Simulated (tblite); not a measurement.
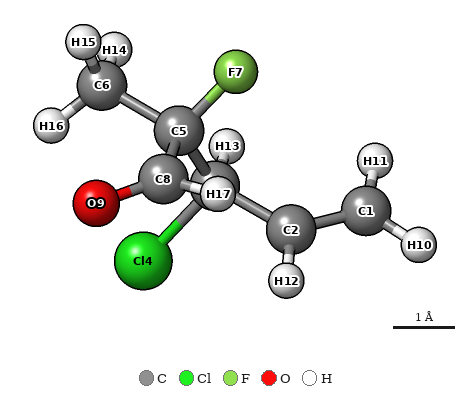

*The structure as given in the input (ball-and-stick view, seen at an oblique angle; atoms are numbered from 1 in the order of the input).*

Bond lengths as drawn: C–C 1.35 to 1.55 Å, C–Cl 1.81 Å, C–F 1.37 Å, C–H 1.08 to 1.10 Å and C–O 1.23 Å.

# Geometry relaxation, with input and output: C6H8ClFO

- system: C6H8ClFO, SMILES C=C[C@@H](Cl)[C@](C)(F)C=O
- method: GFN2-xTB geometry optimisation, gas phase (tblite 0.8.0)

**The program's output**
```
step      E/eV     max force
  0    -822.12750    2.843
  1    -822.16183    3.954
  2    -822.25552    0.521
  3    -822.26450    0.474
  4    -822.27607    0.297
  5    -822.28740    0.290
  6    -822.29450    0.179
  7    -822.29983    0.170
  8    -822.30354    0.154
  9    -822.30631    0.115
 10    -822.30816    0.082
 11    -822.30956    0.078
 12    -822.31083    0.100
 13    -822.31223    0.113
 14    -822.31373    0.109
 15    -822.31506    0.096
 16    -822.31612    0.078
 17    -822.31704    0.070
 18    -822.31796    0.076
 19    -822.31889    0.069
 20    -822.31975    0.079
 21    -822.32057    0.082
 22    -822.32148    0.069
 23    -822.32248    0.069
 24    -822.32336    0.074
 25    -822.32409    0.064
 26    -822.32484    0.065
 27    -822.32583    0.080
 28    -822.32706    0.085
 29    -822.32829    0.105
 30    -822.32936    0.113
 31    -822.33039    0.098
 32    -822.33134    0.131
 33    -822.33173    0.168
 34    -822.33245    0.048
 35    -822.33269    0.048
 36    -822.33292    0.035
 37    -822.33292    0.035
 38    -822.33301    0.033
 39    -822.33317    0.038
 40    -822.33327    0.035
 41    -822.33360    0.081
 42    -822.33383    0.076
 43    -822.33400    0.034
 44    -822.33415    0.031
 45    -822.33432    0.057
 46    -822.33450    0.052
 47    -822.33466    0.032
 48    -822.33480    0.030
 49    -822.33493    0.038
 50    -822.33504    0.034
 51    -822.33514    0.024
 52    -822.33522    0.023
 53    -822.33530    0.031
 54    -822.33539    0.028
 55    -822.33550    0.030
 56    -822.33561    0.031
 57    -822.33573    0.039
 58    -822.33585    0.044
 59    -822.33597    0.034
 60    -822.33607    0.023
 61    -822.33616    0.026
 62    -822.33626    0.035
 63    -822.33639    0.038
 64    -822.33657    0.037
 65    -822.33677    0.037
 66    -822.33696    0.036
 67    -822.33711    0.034
 68    -822.33722    0.025
 69    -822.33731    0.023
 70    -822.33739    0.029
 71    -822.33747    0.025
 72    -822.33755    0.025
 73    -822.33763    0.020
 74    -822.33770    0.026
 75    -822.33777    0.023
 76    -822.33783    0.025
 77    -822.33788    0.028
 78    -822.33794    0.027
 79    -822.33802    0.035
 80    -822.33809    0.030
 81    -822.33817    0.017
 82    -822.33821    0.015
 83    -822.33824    0.018
 84    -822.33827    0.018
 85    -822.33831    0.016
 86    -822.33836    0.018
 87    -822.33840    0.024
 88    -822.33844    0.021
 89    -822.33847    0.016
 90    -822.33849    0.016
 91    -822.33852    0.016
 92    -822.33855    0.021
 93    -822.33857    0.016
 94    -822.33859    0.011
 95    -822.33861    0.010
 96    -822.33862    0.009
 97    -822.33863    0.009
 98    -822.33863    0.009
 99    -822.33864    0.005
100    -822.33865    0.007
101    -822.33865    0.006
102    -822.33866    0.007
103    -822.33866    0.007
104    -822.33867    0.009
105    -822.33868    0.013
106    -822.33870    0.014
107    -822.33872    0.014
108    -822.33874    0.012
109    -822.33876    0.010
110    -822.33877    0.007
111    -822.33877    0.005
112    -822.33877    0.003
```

**Trajectory as extended XYZ (Å, eV, eV/Å), 12 frames, from step=0 to step=112**
```
17
Properties=species:S:1:pos:R:3:forces:R:3 step=0 energy=-822.12750
C     2.7932    0.0048    0.0885   -1.5990  -0.1920  -0.6490
C     1.6479   -0.4970   -0.4269    1.4910   0.0040   0.8130
C     0.4289    0.3096   -0.7414    0.4220   0.2370  -0.1290
Cl   -0.0065   -0.0176   -2.4640   -0.1930  -0.0410   0.3700
C    -0.7621    0.0986    0.2353   -0.8430   0.1670  -0.8650
C    -1.9753    0.9714   -0.1083   -0.1050   0.5200   0.2420
F    -0.3382    0.5103    1.4707    0.4840  -0.1250   0.4820
C    -1.1547   -1.3593    0.3005   -2.0260  -1.5720  -1.2280
O    -2.1267   -1.8630   -0.2679    2.1870   1.3590   1.1970
H     3.6371   -0.6318    0.2925   -0.0810   0.0850  -0.0190
H     2.8875    1.0629    0.3147    0.0250  -0.3190  -0.0500
H     1.6164   -1.5721   -0.6301   -0.2150   0.4400  -0.0030
H     0.6841    1.3776   -0.7087   -0.0590  -0.0750   0.0690
H    -1.6830    2.0289   -0.1371    0.0430  -0.2910  -0.0520
H    -2.7386    0.8792    0.6746    0.2790  -0.1460  -0.1280
H    -2.4361    0.7084   -1.0489    0.1210  -0.1990  -0.1740
H    -0.4809   -1.9989    0.8912    0.0690   0.1470   0.1250
17
Properties=species:S:1:pos:R:3:forces:R:3 step=10 energy=-822.30816
C     2.7581    0.0070    0.0855   -0.0280  -0.0180  -0.0310
C     1.6370   -0.4976   -0.3999    0.0560   0.0270  -0.0290
C     0.4386    0.3337   -0.7353    0.0620  -0.0270  -0.0100
Cl   -0.0574   -0.0406   -2.4146   -0.0250   0.0410   0.0030
C    -0.7637    0.1040    0.2092    0.0170   0.0150   0.0120
C    -1.9605    0.9824   -0.1146   -0.0210   0.0350   0.0180
F    -0.2873    0.4330    1.4785   -0.0310   0.0020   0.0180
C    -1.1554   -1.3665    0.2703   -0.0080  -0.0190   0.0080
O    -2.0992   -1.8484   -0.2782    0.0590   0.0050  -0.0570
H     3.6130   -0.6171    0.2882   -0.0670   0.0340   0.0250
H     2.8675    1.0579    0.3055   -0.0280  -0.0670  -0.0240
H     1.5531   -1.5527   -0.6267   -0.0280   0.0410   0.0470
H     0.6962    1.3972   -0.6894   -0.0340  -0.0170  -0.0590
H    -1.6693    2.0275   -0.1592    0.0340   0.0320  -0.0020
H    -2.7062    0.8558    0.6656   -0.0380   0.0180   0.0330
H    -2.3983    0.6848   -1.0629    0.0630  -0.0400   0.0030
H    -0.4733   -1.9484    0.9129    0.0180  -0.0620   0.0450
17
Properties=species:S:1:pos:R:3:forces:R:3 step=20 energy=-822.31975
C     2.7405    0.0059    0.0808   -0.0090  -0.0030   0.0140
C     1.6207   -0.4973   -0.4048    0.0300   0.0240  -0.0690
C     0.4304    0.3404   -0.7412    0.0020  -0.0170  -0.0050
Cl   -0.1011   -0.0257   -2.4137    0.0170  -0.0270   0.0320
C    -0.7531    0.1047    0.2301    0.0120  -0.0130  -0.0260
C    -1.9461    0.9836   -0.1026   -0.0100   0.0180   0.0180
F    -0.2724    0.4277    1.4974   -0.0050   0.0040  -0.0480
C    -1.1335   -1.3714    0.2684   -0.0040   0.0060   0.0180
O    -2.0336   -1.8569   -0.3462    0.0260  -0.0100  -0.0520
H     3.5840   -0.6177    0.3173    0.0030  -0.0160   0.0040
H     2.8520    1.0589    0.2793   -0.0070  -0.0030  -0.0120
H     1.5189   -1.5555   -0.6060   -0.0050   0.0310   0.0250
H     0.6833    1.4057   -0.7198    0.0050  -0.0430   0.0430
H    -1.6461    2.0255   -0.1592    0.0220   0.0400  -0.0130
H    -2.7061    0.8786    0.6657   -0.0310  -0.0330   0.0440
H    -2.3573    0.6658   -1.0556   -0.0390   0.0140   0.0010
H    -0.4875   -1.9602    0.9449   -0.0070   0.0280   0.0260
17
Properties=species:S:1:pos:R:3:forces:R:3 step=30 energy=-822.32936
C     2.7324    0.0041    0.0689   -0.0360  -0.0140   0.1060
C     1.6125   -0.5021   -0.4120   -0.0010   0.0150  -0.0370
C     0.4252    0.3357   -0.7569   -0.0240   0.0030   0.0100
Cl   -0.1203   -0.0434   -2.4212    0.0470   0.0420   0.0550
C    -0.7513    0.1055    0.2242   -0.0080  -0.0140   0.0040
C    -1.9478    0.9919   -0.0849   -0.0030  -0.0100  -0.0010
F    -0.2586    0.4369    1.4836    0.0000  -0.0240  -0.0060
C    -1.1144   -1.3720    0.2546   -0.0260  -0.0030   0.0090
O    -1.9090   -1.8920   -0.4690    0.0290   0.0070   0.0110
H     3.5595   -0.6235    0.3474    0.0460  -0.0080  -0.0520
H     2.8467    1.0597    0.2493    0.0110   0.0120  -0.0280
H     1.5022   -1.5643   -0.5825   -0.0100   0.0160   0.0000
H     0.6778    1.4001   -0.7194    0.0240  -0.0190  -0.0800
H    -1.6370    2.0320   -0.1450   -0.0090  -0.0020   0.0030
H    -2.6901    0.8877    0.7028    0.0070  -0.0050   0.0110
H    -2.3872    0.6856   -1.0289   -0.0070  -0.0130  -0.0070
H    -0.5475   -1.9299    1.0239   -0.0400   0.0190   0.0030
17
Properties=species:S:1:pos:R:3:forces:R:3 step=40 energy=-822.33327
C     2.7287    0.0008    0.0758    0.0070   0.0030   0.0020
C     1.6101   -0.5024   -0.4107    0.0080   0.0060  -0.0090
C     0.4260    0.3371   -0.7609   -0.0180   0.0100   0.0050
Cl   -0.1133   -0.0423   -2.4237    0.0090   0.0040   0.0000
C    -0.7498    0.1063    0.2201   -0.0270   0.0090   0.0100
C    -1.9504    0.9925   -0.0780   -0.0060  -0.0030  -0.0030
F    -0.2582    0.4319    1.4812    0.0130   0.0010  -0.0020
C    -1.1126   -1.3709    0.2503    0.0120   0.0080   0.0020
O    -1.8599   -1.9068   -0.5102   -0.0180   0.0040  -0.0150
H     3.5618   -0.6246    0.3419    0.0130  -0.0110  -0.0120
H     2.8476    1.0583    0.2407    0.0090   0.0120   0.0060
H     1.4938   -1.5643   -0.5755   -0.0050  -0.0090  -0.0020
H     0.6836    1.3998   -0.7396    0.0080   0.0120   0.0000
H    -1.6415    2.0339   -0.1391   -0.0070  -0.0240  -0.0030
H    -2.6817    0.8874    0.7211    0.0130  -0.0040  -0.0210
H    -2.4018    0.6879   -1.0177    0.0110  -0.0110   0.0160
H    -0.5893   -1.9127    1.0593   -0.0230  -0.0070   0.0250
17
Properties=species:S:1:pos:R:3:forces:R:3 step=50 energy=-822.33504
C     2.7379    0.0015    0.0707    0.0100   0.0030  -0.0130
C     1.6150   -0.4955   -0.4118   -0.0080  -0.0060  -0.0090
C     0.4292    0.3439   -0.7565   -0.0180   0.0070   0.0180
Cl   -0.1041   -0.0314   -2.4218   -0.0020   0.0010  -0.0040
C    -0.7454    0.1064    0.2244   -0.0050  -0.0080   0.0050
C    -1.9505    0.9831   -0.0801    0.0020   0.0060   0.0060
F    -0.2526    0.4334    1.4844   -0.0100   0.0020  -0.0030
C    -1.1228   -1.3673    0.2566    0.0230   0.0020   0.0210
O    -1.8619   -1.8947   -0.5178   -0.0090  -0.0220  -0.0250
H     3.5718   -0.6298    0.3198    0.0140  -0.0100   0.0100
H     2.8632    1.0569    0.2443    0.0030   0.0110  -0.0050
H     1.4935   -1.5565   -0.5801    0.0070  -0.0080  -0.0020
H     0.6818    1.4079   -0.7322    0.0170   0.0000   0.0100
H    -1.6516    2.0255   -0.1490    0.0090   0.0140  -0.0120
H    -2.6825    0.8787    0.7172   -0.0110  -0.0110   0.0010
H    -2.3939    0.6634   -1.0182   -0.0140   0.0040   0.0020
H    -0.6341   -1.9134    1.0851   -0.0080   0.0170   0.0000
17
Properties=species:S:1:pos:R:3:forces:R:3 step=61 energy=-822.33616
C     2.7497   -0.0010    0.0580   -0.0030  -0.0060  -0.0070
C     1.6199   -0.4966   -0.4116   -0.0040   0.0020   0.0020
C     0.4329    0.3469   -0.7449   -0.0020   0.0010   0.0030
Cl   -0.0992   -0.0106   -2.4149    0.0080   0.0090  -0.0080
C    -0.7488    0.1059    0.2262   -0.0040  -0.0050   0.0080
C    -1.9565    0.9786   -0.0845   -0.0020   0.0110   0.0010
F    -0.2685    0.4340    1.4904    0.0040   0.0140   0.0060
C    -1.1284   -1.3662    0.2609   -0.0040  -0.0230  -0.0120
O    -1.8389   -1.9041   -0.5335    0.0120  -0.0030  -0.0090
H     3.5848   -0.6341    0.3013   -0.0010   0.0010  -0.0090
H     2.8804    1.0548    0.2291   -0.0090  -0.0090   0.0010
H     1.4995   -1.5572   -0.5851   -0.0130   0.0010   0.0180
H     0.6932    1.4089   -0.7074   -0.0120   0.0050  -0.0010
H    -1.6594    2.0209   -0.1617    0.0090   0.0180  -0.0090
H    -2.6872    0.8783    0.7147    0.0000  -0.0060   0.0080
H    -2.4050    0.6533   -1.0183    0.0100  -0.0060  -0.0030
H    -0.6755   -1.8999    1.1162    0.0110  -0.0050   0.0120
17
Properties=species:S:1:pos:R:3:forces:R:3 step=71 energy=-822.33747
C     2.7584   -0.0086    0.0368   -0.0010  -0.0050   0.0000
C     1.6154   -0.4995   -0.4049    0.0000   0.0080   0.0160
C     0.4327    0.3542   -0.7267    0.0090   0.0030  -0.0080
Cl   -0.0821    0.0303   -2.4095   -0.0090  -0.0020   0.0030
C    -0.7554    0.1046    0.2327   -0.0030   0.0080  -0.0010
C    -1.9624    0.9745   -0.0901   -0.0110   0.0060  -0.0050
F    -0.2886    0.4411    1.4999    0.0060  -0.0030   0.0090
C    -1.1261   -1.3695    0.2668    0.0030  -0.0140  -0.0210
O    -1.7791   -1.9268   -0.5629   -0.0020   0.0090  -0.0050
H     3.5979   -0.6433    0.2605   -0.0130  -0.0010   0.0070
H     2.8949    1.0473    0.2034    0.0050  -0.0120  -0.0160
H     1.4812   -1.5607   -0.5661   -0.0050   0.0140   0.0000
H     0.6954    1.4147   -0.6701    0.0030   0.0040   0.0040
H    -1.6625    2.0153   -0.1831    0.0000   0.0020   0.0030
H    -2.6923    0.8866    0.7115   -0.0010  -0.0020   0.0010
H    -2.4113    0.6385   -1.0198    0.0050  -0.0120  -0.0040
H    -0.7229   -1.8867    1.1564    0.0130  -0.0020   0.0180
17
Properties=species:S:1:pos:R:3:forces:R:3 step=81 energy=-822.33817
C     2.7623   -0.0149    0.0279    0.0000  -0.0030  -0.0050
C     1.6098   -0.4963   -0.3988    0.0040   0.0020   0.0020
C     0.4326    0.3648   -0.7186    0.0080  -0.0060  -0.0070
Cl   -0.0831    0.0491   -2.4034    0.0060   0.0050   0.0050
C    -0.7565    0.1070    0.2371   -0.0020   0.0150  -0.0030
C    -1.9662    0.9710   -0.0918   -0.0100   0.0020  -0.0050
F    -0.2971    0.4419    1.5071    0.0060   0.0050   0.0070
C    -1.1186   -1.3701    0.2657    0.0070   0.0030  -0.0150
O    -1.7478   -1.9331   -0.5784   -0.0060   0.0050   0.0010
H     3.5937   -0.6584    0.2566   -0.0080   0.0050  -0.0050
H     2.9148    1.0418    0.1749    0.0030  -0.0150   0.0010
H     1.4604   -1.5570   -0.5491    0.0050   0.0060   0.0130
H     0.6980    1.4245   -0.6559   -0.0060  -0.0090   0.0020
H    -1.6695    2.0122   -0.1924   -0.0040  -0.0070   0.0020
H    -2.6982    0.8872    0.7083    0.0030  -0.0090  -0.0020
H    -2.4089    0.6241   -1.0207   -0.0110   0.0040   0.0000
H    -0.7327   -1.8819    1.1663    0.0050  -0.0030   0.0080
17
Properties=species:S:1:pos:R:3:forces:R:3 step=91 energy=-822.33852
C     2.7666   -0.0199    0.0228   -0.0020  -0.0030  -0.0020
C     1.6077   -0.4954   -0.3929   -0.0040   0.0030  -0.0050
C     0.4342    0.3701   -0.7156   -0.0050   0.0000   0.0050
Cl   -0.0790    0.0621   -2.4027    0.0130  -0.0010   0.0080
C    -0.7575    0.1108    0.2364   -0.0010   0.0050   0.0000
C    -1.9723    0.9676   -0.0935   -0.0010   0.0010   0.0000
F    -0.3017    0.4491    1.5072   -0.0010  -0.0010   0.0020
C    -1.1137   -1.3677    0.2638    0.0140   0.0070  -0.0010
O    -1.7361   -1.9316   -0.5846   -0.0120  -0.0110   0.0010
H     3.5919   -0.6704    0.2527    0.0030   0.0040  -0.0010
H     2.9312    1.0360    0.1597    0.0000  -0.0060  -0.0020
H     1.4511   -1.5570   -0.5291   -0.0030   0.0080  -0.0010
H     0.7004    1.4292   -0.6485    0.0040  -0.0080  -0.0010
H    -1.6810    2.0101   -0.1947   -0.0050   0.0010   0.0030
H    -2.7018    0.8788    0.7084    0.0000   0.0010  -0.0010
H    -2.4165    0.6191   -1.0210    0.0030  -0.0030  -0.0010
H    -0.7305   -1.8789    1.1665   -0.0030   0.0020  -0.0040
17
Properties=species:S:1:pos:R:3:forces:R:3 step=101 energy=-822.33865
C     2.7691   -0.0228    0.0192    0.0010   0.0000   0.0020
C     1.6066   -0.4952   -0.3895   -0.0020   0.0010  -0.0020
C     0.4356    0.3732   -0.7123   -0.0050   0.0000   0.0040
Cl   -0.0699    0.0671   -2.4018   -0.0020   0.0020   0.0010
C    -0.7586    0.1131    0.2360    0.0000  -0.0030   0.0020
C    -1.9756    0.9663   -0.0945    0.0020  -0.0010   0.0000
F    -0.3059    0.4508    1.5083   -0.0010   0.0020  -0.0020
C    -1.1123   -1.3663    0.2630    0.0040   0.0010   0.0030
O    -1.7351   -1.9321   -0.5839   -0.0040  -0.0010   0.0010
H     3.5936   -0.6745    0.2481    0.0040  -0.0030  -0.0020
H     2.9377    1.0328    0.1518    0.0000   0.0020  -0.0020
H     1.4446   -1.5563   -0.5224    0.0020   0.0010   0.0010
H     0.7039    1.4316   -0.6435    0.0000  -0.0020   0.0030
H    -1.6894    2.0102   -0.1951    0.0020   0.0010  -0.0010
H    -2.7047    0.8746    0.7075   -0.0020   0.0000  -0.0020
H    -2.4184    0.6158   -1.0219    0.0020   0.0000  -0.0020
H    -0.7283   -1.8762    1.1661    0.0000   0.0010  -0.0040
17
Properties=species:S:1:pos:R:3:forces:R:3 step=112 energy=-822.33877
C     2.7730   -0.0249    0.0133    0.0000   0.0000   0.0000
C     1.6062   -0.4954   -0.3856    0.0000   0.0010  -0.0010
C     0.4359    0.3753   -0.7045   -0.0010   0.0000   0.0000
Cl   -0.0656    0.0779   -2.3970   -0.0010  -0.0010  -0.0010
C    -0.7615    0.1135    0.2390    0.0000  -0.0020   0.0000
C    -1.9778    0.9647   -0.0990    0.0010   0.0000   0.0000
F    -0.3146    0.4536    1.5126   -0.0010  -0.0010  -0.0010
C    -1.1126   -1.3665    0.2658    0.0000  -0.0020   0.0000
O    -1.7420   -1.9314   -0.5769    0.0010   0.0020   0.0020
H     3.5979   -0.6781    0.2369    0.0010  -0.0010  -0.0010
H     2.9453    1.0307    0.1415    0.0000   0.0020   0.0010
H     1.4417   -1.5564   -0.5158   -0.0010   0.0010   0.0010
H     0.7050    1.4331   -0.6301    0.0020  -0.0010   0.0010
H    -1.6920    2.0089   -0.1972   -0.0020   0.0010  -0.0010
H    -2.7128    0.8713    0.6974    0.0000   0.0000  -0.0010
H    -2.4131    0.6135   -1.0298    0.0000   0.0020   0.0000
H    -0.7201   -1.8778    1.1643    0.0000   0.0000   0.0000
```

The run was set up as follows.

**The input**
```
{"job": {"xc": "GFN2-xTB", "basis": "xTB", "kind": "relax"}, "charge": 0, "multiplicity": 1}
C      2.793200     0.004800     0.088500
C      1.647900    -0.497000    -0.426900
C      0.428900     0.309600    -0.741400
Cl    -0.006500    -0.017600    -2.464000
C     -0.762100     0.098600     0.235300
C     -1.975300     0.971400    -0.108300
F     -0.338200     0.510300     1.470700
C     -1.154700    -1.359300     0.300500
O     -2.126700    -1.863000    -0.267900
H      3.637100    -0.631800     0.292500
H      2.887500     1.062900     0.314700
H      1.616400    -1.572100    -0.630100
H      0.684100     1.377600    -0.708700
H     -1.683000     2.028900    -0.137100
H     -2.738600     0.879200     0.674600
H     -2.436100     0.708400    -1.048900
H     -0.480900    -1.998900     0.891200
```

The first line tells a small driver script what to run in tblite; the rest is the geometry in Å.

Command:
```bash
OMP_NUM_THREADS=1 python <driver script> task.json out
```

**Results in brief**

| quantity | value |
| --- | --- |
| outcome | converged |
| total energy | −822.3388 eV |
| hardware | 1 CPU thread, shared host |
| wall time | 2.3 s |
| peak memory | 0.95 GiB |
